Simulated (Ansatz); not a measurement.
# Σ9 (114) boundary in bcc Mo: structure and resistance, part 2 of 3

How much does the Σ9 (114) boundary in bcc Mo reflect electrons?

Ansatz 0.2.0; Ansatz plane-wave DFT, PBE, PAW files; relaxation of a bicrystal slab with its lowest layers held; PAW set soft_1 (the session's first sound run).

So far. Step 2 (Relaxing the bicrystal): The largest force component on a free atom ends at 0.018 eV/Å, under the tolerance of 0.03, after 9 steps.

## (3) Transmission across the boundary

This step: Ansatz plane-wave DFT, PBE, PAW files; ballistic transport by layer matching (Landauer), zero bias; boundary relaxed in a short slab, bulk layers laid on; PAW set soft_1 (Ansatz 0.2.0).

System of this step: Σ9 (114) boundary in bcc Mo. The cell holds 56 atoms: 56 Mo. Its edges and angles: a = 5.219 Å, b = 4.451 Å, c = 49.189 Å, α = 90.0°, β = 90.0°, γ = 64.8°. It derives from Mo. Regions: lower grain, 23 atoms (23 Mo); boundary, 14 atoms (14 Mo); upper grain, 19 atoms (19 Mo). Vacuum lies along c.

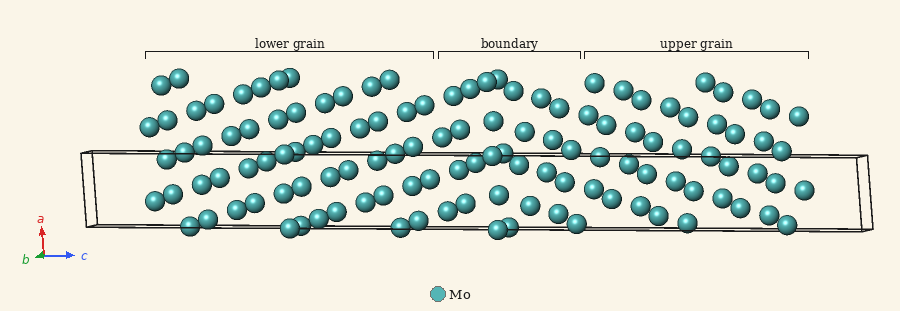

The cell of this step (molybdenum teal). 2×1×1 cells are drawn. Some periodic images of atoms are drawn too.

Input file input.yaml:

```yaml
crystal:
  lattice:
    - [5.2187091076, 0.0, 0.0]
    - [1.8977124028, 4.0256559262, 0.0]
    - [0.0, 0.0, 49.1885608686]
  atoms:
    - { symbol: Mo, position: [-16.6666666671, 8.3333333335, 0.0813197201] }
    - { symbol: Mo, position: [-16.1111111115, 8.0555555557, 0.0963995476] }
    - { symbol: Mo, position: [-15.5555555559, 7.7777777779, 0.1114793751] }
    - { symbol: Mo, position: [-15.0000000004, 7.5000000002, 0.1265592026] }
    - { symbol: Mo, position: [-14.4444444448, 7.2222222224, 0.1416390301] }
    - { symbol: Mo, position: [-13.8888888892, 6.9444444446, 0.1567188576] }
    - { symbol: Mo, position: [-13.3333333337, 6.6666666668, 0.1717986851] }
    - { symbol: Mo, position: [-12.7777777781, 6.388888889, 0.1868785126] }
    - { symbol: Mo, position: [-12.2222222225, 6.1111111112, 0.2019583402] }
    - { symbol: Mo, position: [-11.666666667, 5.8333333335, 0.2170381677] }
    - { symbol: Mo, position: [-11.1111111114, 5.5555555557, 0.2321179952] }
    - { symbol: Mo, position: [-10.5555555558, 5.2777777779, 0.2471978227] }
    - { symbol: Mo, position: [-10.0000000003, 5.0000000001, 0.2622776502] }
    - { symbol: Mo, position: [-9.4444444447, 4.7222222223, 0.2773574777] }
    - { symbol: Mo, position: [-8.8888888891, 4.4444444445, 0.2924373052] }
    - { symbol: Mo, position: [-8.3333333335, 4.1666666668, 0.3075171328] }
    - { symbol: Mo, position: [-7.777777778, 3.888888889, 0.3225969603] }
    - { symbol: Mo, position: [-7.2222222224, 3.6111111112, 0.3376767878] }
    - { symbol: Mo, position: [-6.6666666668, 3.3333333334, 0.3527566153] }
    - { symbol: Mo, position: [-6.1111111113, 3.0555555556, 0.3678364428] }
    - { symbol: Mo, position: [-5.5555555557, 2.7777777778, 0.3829162703] }
    - { symbol: Mo, position: [-5.0000000001, 2.5000000001, 0.3979960978] }
    - { symbol: Mo, position: [-4.4444444446, 2.2222222223, 0.4130759253] }
    - { symbol: Mo, position: [0.111111111, 0.9444444445, 0.4281557529] }
    - { symbol: Mo, position: [0.6636600854, 0.6681699573, 0.4428689026] }
    - { symbol: Mo, position: [0.2218050735, 0.3890974632, 0.4587486805] }
    - { symbol: Mo, position: [0.7724620221, 0.1137689889, 0.4732686307] }
    - { symbol: Mo, position: [0.3421197573, 0.8289401213, 0.4888967097] }
    - { symbol: Mo, position: [0.8849241542, 0.5575379229, 0.5019704651] }
    - { symbol: Mo, position: [0.4397895606, 0.2801052197, 0.524833594] }
    - { symbol: Mo, position: [-0.0045811977, 0.0022905988, 0.5304140803] }
    - { symbol: Mo, position: [0.8604772948, 0.5697613526, 0.5578541147] }
    - { symbol: Mo, position: [0.3183212632, 0.8408393684, 0.572261326] }
    - { symbol: Mo, position: [0.747366863, 0.1263165685, 0.5864118538] }
    - { symbol: Mo, position: [0.1953277173, 0.4023361414, 0.6013889311] }
    - { symbol: Mo, position: [0.6341657789, 0.6829171106, 0.6167205657] }
    - { symbol: Mo, position: [0.0816921259, 0.959153937, 0.6321635572] }
    - { symbol: Mo, position: [-4.4738634296, 2.2369317148, 0.6472433847] }
    - { symbol: Mo, position: [-5.0294189852, 2.5147094926, 0.6623232122] }
    - { symbol: Mo, position: [-5.5849745408, 2.7924872704, 0.6774030397] }
    - { symbol: Mo, position: [-6.1405300963, 3.0702650482, 0.6924828672] }
    - { symbol: Mo, position: [-6.6960856519, 3.3480428259, 0.7075626948] }
    - { symbol: Mo, position: [-7.2516412075, 3.6258206037, 0.7226425223] }
    - { symbol: Mo, position: [-7.807196763, 3.9035983815, 0.7377223498] }
    - { symbol: Mo, position: [-8.3627523186, 4.1813761593, 0.7528021773] }
    - { symbol: Mo, position: [-8.9183078742, 4.4591539371, 0.7678820048] }
    - { symbol: Mo, position: [-9.4738634297, 4.7369317149, 0.7829618323] }
    - { symbol: Mo, position: [-10.0294189853, 5.0147094926, 0.7980416598] }
    - { symbol: Mo, position: [-10.5849745409, 5.2924872704, 0.8131214874] }
    - { symbol: Mo, position: [-11.1405300964, 5.5702650482, 0.8282013149] }
    - { symbol: Mo, position: [-11.696085652, 5.848042826, 0.8432811424] }
    - { symbol: Mo, position: [-12.2516412076, 6.1258206038, 0.8583609699] }
    - { symbol: Mo, position: [-12.8071967631, 6.4035983816, 0.8734407974] }
    - { symbol: Mo, position: [-13.3627523187, 6.6813761593, 0.8885206249] }
    - { symbol: Mo, position: [-13.9183078743, 6.9591539371, 0.9036004524] }
    - { symbol: Mo, position: [-14.4738634299, 7.2369317149, 0.9186802799] }
kpoints:
  mp_grid: { grid: [6, 6, 1] }
hamiltonian:
  xc: pbe
  pseudopotentials: { kind: paw, azcp: { folder: soft_1 } }
scf:
  occupations: { method: fermi_dirac, width: 0.1 }
output:
  transmission:
    leads: [[12, 13], [45, 46]]
    kmesh: [16, 16]
    e_range: [-0.1, 0.1]
    de: 0.05
  write_potential: true
  write_density: true
  volumetric_format: npy
  elf: true
```

Command:

```console
$ ansatz run input.yaml --threads 4 --pin off --max-ram 15360MiB --backend cpu --events-out ev --progress --plain --runs-dir out
```

Numbers of over 12 decimals in the logs are rounded to 6 here.

What it wrote:

```text
[...]
Crystal: 56 atoms, lattice volume = 1033.389 Å³
Basis set: ecut = 420 eV, 20257 PW (Γ)
Bands: 471, of which v1, the nominal top of the filled ones, is band 392 counted from 1 (391 counted from 0)
Symmetry: 2 space group operations
[...]
k-points: 13 of 36 (time reversal used)
[...]
SCF iter   1: F=—  HF=-277569.112195 eV  |F-HF|=—  |Δ(HF+E_count)|=         —  Δρ=1.00e-1  dr2=7.02e2  ethr=3.10e-3  ⟨swp⟩=6.0  Hψ=21290  notcnv=0
[...]
SCF iter  12: F=-277528.363860 eV  HF=-277528.363860 eV  |F-HF|=1.00e-8  |Δ(HF+E_count)|=   2.64e-8  Δρ=9.73e-7  dr2=2.22e-8  ethr=1.28e-11  ⟨swp⟩=17.5  Hψ=20913  notcnv=0
SCF 1 converged in 12 iterations: F = -277528.363860 eV  dr2 = 2.22e-8
[...]
transmission: 463 of 4599 steps passed
transmission: 920 of 4599 steps passed
[...]
transmission: 4599 of 4599 steps passed
WARN: The output density's exchange-correlation potential varies sharply where the density is thin. Do not read a vacuum level from v_tot or v_xc, or from such a field of the output density. On a cell that repeats whose density bears no net charge and no dipole along the vacuum's axis use v_es (v_loc + v_h of the components); under efield.dipole_correction with no amplitude use v_es + v_field, which holds any externa [...]
SCF converged after 12 iterations
Free energy (F): -277528.363860 eV
[...]
Internal energy: -277527.015144 eV  (E = F + TS)
E sigma→0 (E₀):  -277527.689502 eV
Entropy (-TS):   -1.348717 eV (-24.084 meV/atom)
Fermi energy:    17.275036 eV
[...]
--- Band table (eV; the first three rows and the last of 13) ---
  k-point 0: bands = [... 388 lower, 16.5660, 16.6265, 16.7958, 16.8797, 16.9346, 17.0934, 17.1054, 17.1605, ... 75 higher]
  k-point 1: bands = [... 388 lower, 16.7952, 16.8538, 16.9072, 16.9577, 17.0072, 17.0510, 17.0637, 17.0918, ... 75 higher]
  k-point 2: bands = [... 388 lower, 17.1724, 17.2132, 17.2545, 17.3025, 17.3806, 17.4148, 17.5067, 17.5485, ... 75 higher]
  k-point 12: bands = [... 388 lower, 17.6824, 17.7263, 17.7698, 17.9044, 17.9578, 18.0315, 18.0440, 18.0705, ... 75 higher]
--- Transmission ---
  basis      : 185 plane waves across, 63 finite elements along
  points     : 73, standing for a mesh of 16 x 16
  energies   : 5 from -0.100000 to 0.100000 eV about the Fermi level, 0.050000 eV apart; the leads are filled to 0.000000 eV, and channels, transmission and decay are at 0.000000 eV
  crystal 0  : Mo3, at the sites [12, 13], period 2.2253 Å, over 17.80 Å; its Hamiltonian steps by up to 23.9 meV
    offset         : up to 0.0000 Å between an atom of the period and one for which it stands
    channels       : 3.289062e0 a spin
    conductance    : none, the energies end too early or step too widely for 300 K: set another output.transmission.e_range or a lower de, or, where they end at an eighth of basis.ecutwfc, a higher one
[...]
channels       : 3.289062e0 a spin
[...]
junction   : crystal 0 to crystal 1, 12.86 to 36.24 Å
    transmission   : 1.614024e0 a spin
[...]
```

Run time: 17 min. Hardware: 4 threads of Arm Neoverse V2, shared host; peak memory 11 GiB.

In the SCF lines HF is the Harris–Foulkes energy and dr2 the Hartree energy of the density residual, in eV; the loop may stop once dr2 is under the threshold and the program's other checks hold. Hψ counts applications of the Hamiltonian.

This step gave:

```
free energy                                         : -277528.3639 eV
energy at zero smearing                             : -277527.6895 eV
Fermi energy                                        : 17.28 eV
cell area                                           : 21.01 Å²
transmission at the Fermi level (a spin, zone mean) : 1.614
channels of the lower lead                          : 3.289
channels of the upper lead                          : 3.289
potential step in the lower lead                    : 23.9 meV
potential step in the upper lead                    : 17.7 meV
```

Per spin. Transmission, zone mean against energy, zero at the Fermi level:

| energy (eV) | transmission, zone mean |
| --- | --- |
| -0.1000 | 1.64 |
| -0.0500 | 1.63 |
| 0.0000 | 1.61 |
| 0.0500 | 1.68 |
| 0.1000 | 1.74 |

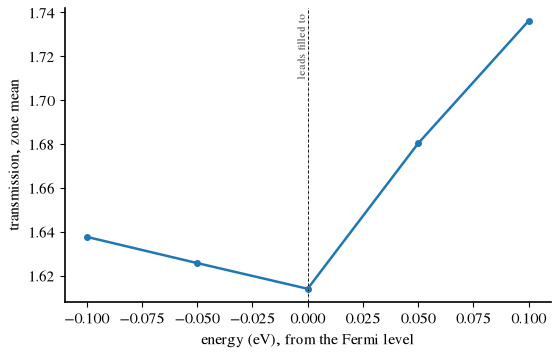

Transmission, zone mean, plotted against energy.

Per spin. The open channels, zone mean by energy, zero at the Fermi level:

```
energy (eV)  lower lead  upper lead
    -0.1000        3.37        3.37
    -0.0500        3.31        3.31
     0.0000        3.29        3.29
     0.0500        3.51        3.49
     0.1000        3.59        3.59
```

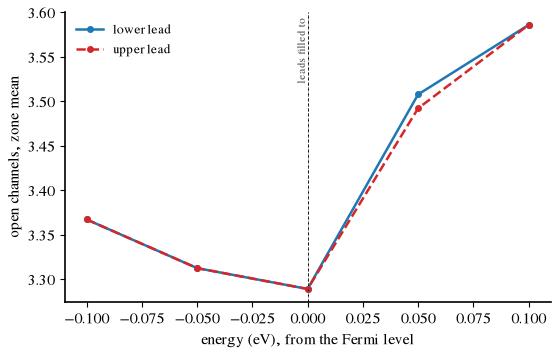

Open channels, zone mean against energy.

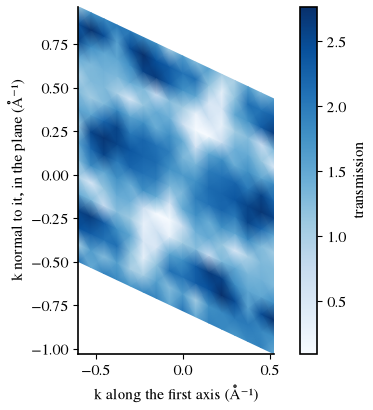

Transmission over k1 and k2. At 0.0000 eV from the Fermi level.

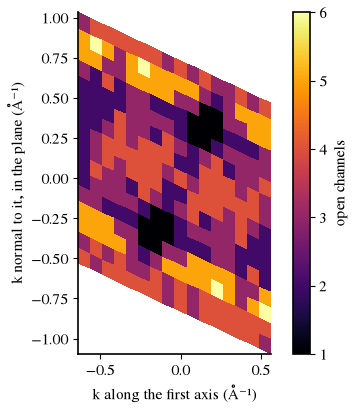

Open channels over k1 and k2. At 0.0000 eV from the Fermi level.

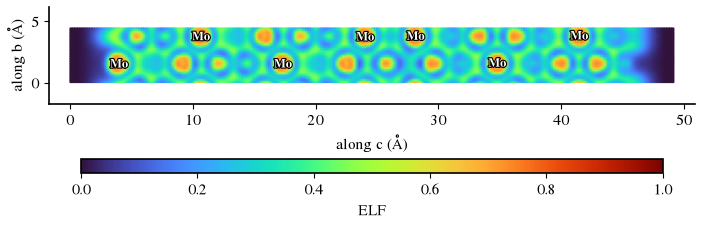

ELF in the cb plane at fractional x = 0.304, with atoms of Mo within 0.2 Å of it. It is the smooth field of the valence electrons, not physical close to the nuclei.

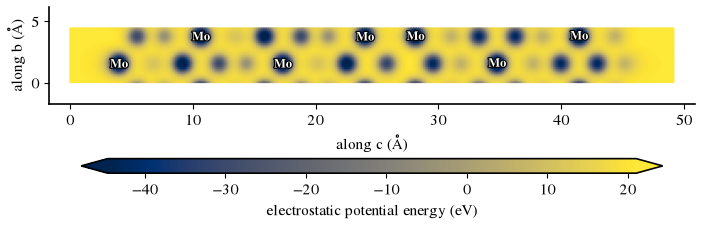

Electrostatic potential energy in the cb plane at fractional x = 0.304, with atoms of Mo within 0.2 Å of it. With pseudopotentials it is smooth inside the atoms' cores, unlike the true potential.

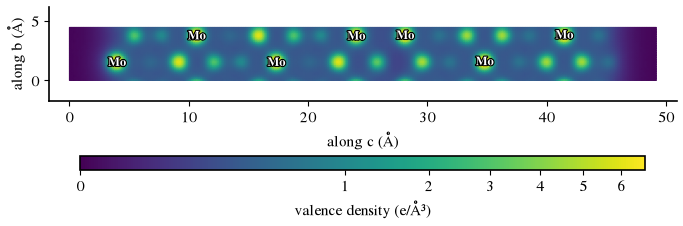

Valence density in the cb plane at fractional x = 0.304, with atoms of Mo within 0.2 Å of it. It is the smooth field of the valence electrons, not physical close to the nuclei. The colour scale is stretched toward low values.

Over the solved energies the transmission per spin lies between 1.61 and 1.74, out of 3.41 channels of the lead on average (up to 3.59).

## (4) Specific resistance

This step: Ansatz plane-wave DFT, PBE, PAW files; ballistic transport by layer matching (Landauer), zero bias; specific resistance of the boundary; PAW set soft_1 (Ansatz 0.2.0).

Numbers from this step:

- area resistance: 0.8397 fΩ m²
- T over the leads' mean channel count: 0.4863

Averaged over the energies near the Fermi level, 48.6 % of the channels pass, which makes 0.840 fΩ m².

By hand, with T and the leads' channels N averaged over the energies near the Fermi level: RA = A (h/2e²)(1/T − ½[1/N₁ + 1/N₂]) = 21.01×10⁻²⁰ m² × 12 906 Ω × (1/1.659 − ½[1/3.413 + 1/3.409]) = 0.840 fΩ m².

[end of part 2 of 3]

[Logs are printed without paths, hosts, clocks, repeated set-up lines and the standing remarks that a program may print on its own settings, such as how far it seeks lower states.]

[Hosts, paths, dates, database ids (printed as entryN), source tags and the programs' standing remarks are cut or masked in the printed files.]
